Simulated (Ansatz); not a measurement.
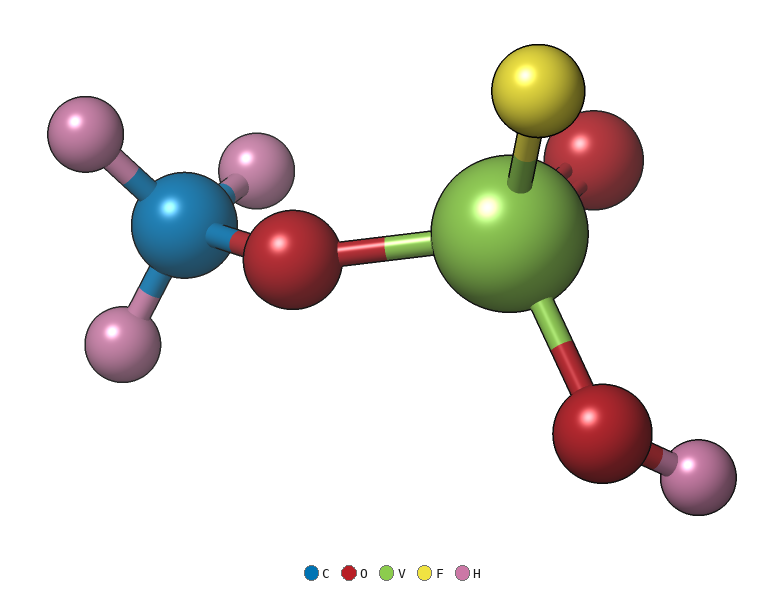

Ball-and-stick drawing of a structure. Double and triple bonds are drawn as two and three sticks.

The species is neutral and a spin singlet. Computed geometry: PBE0-D4/def2-TZVP optimisation.

> Give the formula.

CH4FO3V, 10 atoms: 1 carbon, 4 hydrogen, 1 fluorine, 3 oxygen and 1 vanadium.

> Count the bonded pairs by element.

3 O–V, 3 C–H, 1 C–O, 1 F–V, 1 O–H.

> Which point group does it belong to?

C1.

The parts below concern this one geometry. Atoms keep their numbers from picture to picture.

Shape

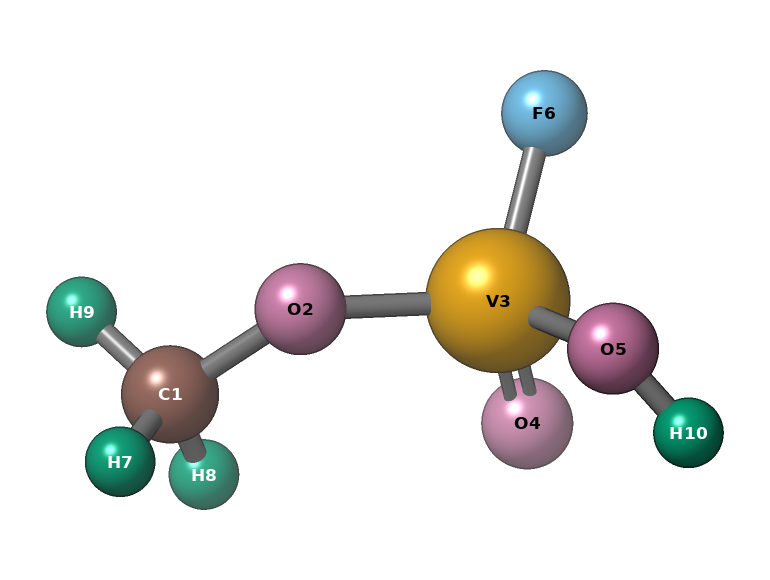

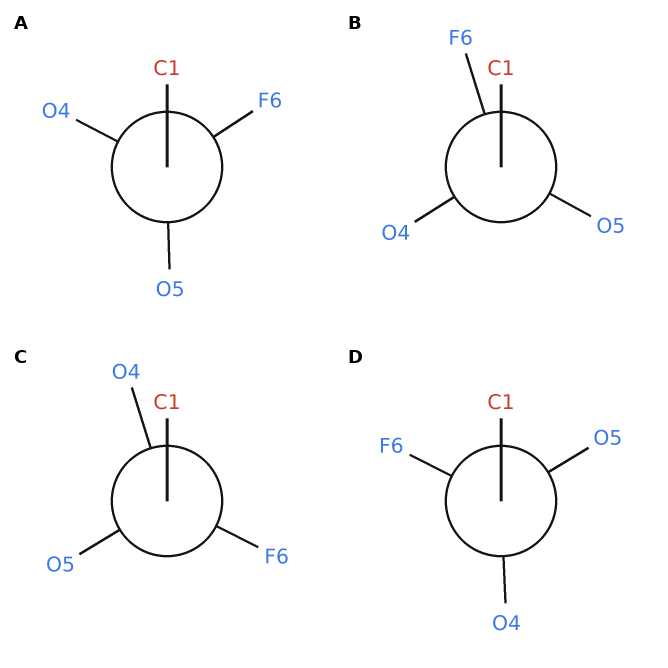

Atoms fade into the background with distance from the viewer. Bonds that would overlap in a projection are set slightly apart.

> Which Newman projection shows the view along O2–V3, with O2 in front?

C. The torsion angle C1–O2–V3–F6 is 117°, anticlinal.

Levels of theory compared

Program: Ansatz 0.2.0.

At this fixed geometry, give HOMO energy (eV), dipole (D) at these levels: B3LYP-D4/def2-TZVPP; PBE-D4/def2-TZVPP; r2SCAN-D4/def2-TZVPP; ωB97M-V/def2-TZVPP.

```json
{"level": "B3LYP-D4/def2-TZVPP", "HOMO energy (eV)": "−8.91", "dipole (D)": "2.73"}
{"level": "PBE-D4/def2-TZVPP", "HOMO energy (eV)": "−7.56", "dipole (D)": "2.63"}
{"level": "r2SCAN-D4/def2-TZVPP", "HOMO energy (eV)": "−7.92", "dipole (D)": "2.69"}
{"level": "ωB97M-V/def2-TZVPP", "HOMO energy (eV)": "−11.47", "dipole (D)": "2.66"}
```

Vibrations

Harmonic vibrations computed with RKS PBE0-D4/def2-TZVP (Ansatz 0.2.0) at a stationary point of the same level.

> How many vibrational modes are there, and where do they lie?

24 modes: 76, 100, 138, 216, 244, 262, 307, 334, 398, 647, 688, 761, 810, 1133, 1150, 1165, 1185, 1467, 1480, 1484, 3031, 3114, 3117, 3887 cm⁻¹.

Thermal motion

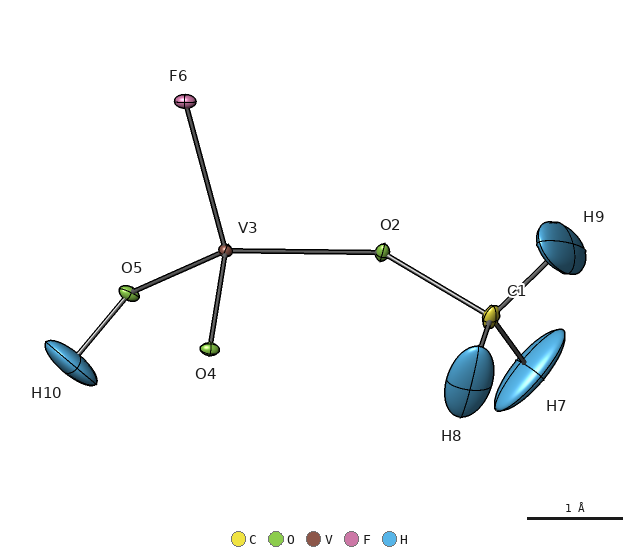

Displacement ellipsoids at the 50 % level, from the internal vibrations of the free molecule (harmonic, no overall translation or rotation; no half-axis is drawn under 0.075 Å). Vibrations computed with RKS PBE0-D4/def2-TZVP (Ansatz 0.2.0). Temperature: 100 K.

Give the displacement parameters, one line for each set of equivalent atoms.

```
atom  U_eq (Å²)   rms amplitudes (Å)
  C1     0.0055  0.040, 0.068, 0.101
  O2     0.0032  0.035, 0.048, 0.078
  V3    0.00058  0.020, 0.024, 0.027
  O4     0.0027  0.035, 0.047, 0.068
  O5     0.0031  0.039, 0.045, 0.077
  F6     0.0029  0.036, 0.043, 0.075
  H7     0.0571  0.092, 0.185, 0.359
  H8     0.0474  0.084, 0.159, 0.332
  H9     0.0580  0.091, 0.186, 0.362
 H10     0.0299  0.078, 0.169, 0.235
```

Charges

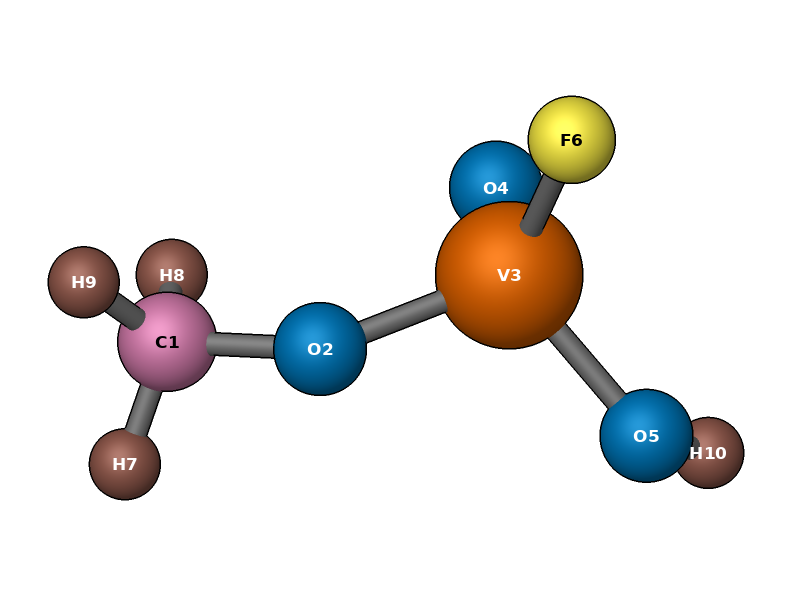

The questions are on Mulliken charges. Method: RKS r2SCAN-D4/def2-TZVPP (Ansatz 0.2.0).

> Which atom carries the highest charge (most positive or least negative)?

V3 (1.23 e).

> And the lowest?

O5 (−0.46 e).

Give the Mulliken charges atom by atom.

```csv
atom,value (e)
C1,0.02
O2,−0.43
V3,1.23
O4,−0.45
O5,−0.46
F6,−0.37
H7,0.07
H8,0.07
H9,0.08
H10,0.23
```

Mulliken values depend strongly on the basis set and can even reverse the polarity of a bond.
